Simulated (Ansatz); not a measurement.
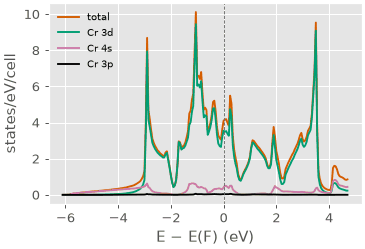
Total and projected density of states of Cr (diamond, Fd-3m), DFT-PBEsol in the program Ansatz with PAW potentials

### Question
Which orbitals carry the states next to the Fermi level?

### Answer
Within 0.5 eV of the Fermi level: Cr 3d 88 %, Cr 4s 9 %. Projections are on Löwdin-orthogonalised atomic valence shells; empty p or d shells of many metals are not among them.

### Question
Where is the tallest occupied peak in this window, and what makes it?

### Answer
Near -1.0 eV, about 10 states/eV per cell; the largest projected share is Cr 3d.

The start of the workflow was typed in or built on a structure type; neither database checked (COD, Materials Project) lists it. It is not the phase usual at ambient conditions (space group No. 229). The cell was relaxed with PBEsol under the symmetry of its start; whether a distortion lowers the energy is not shown. The workflow began spin-polarised and lost its moments. The volume moved by -17 % from the start of the relaxation.

Potentials: the later of the program's two PAW sets.
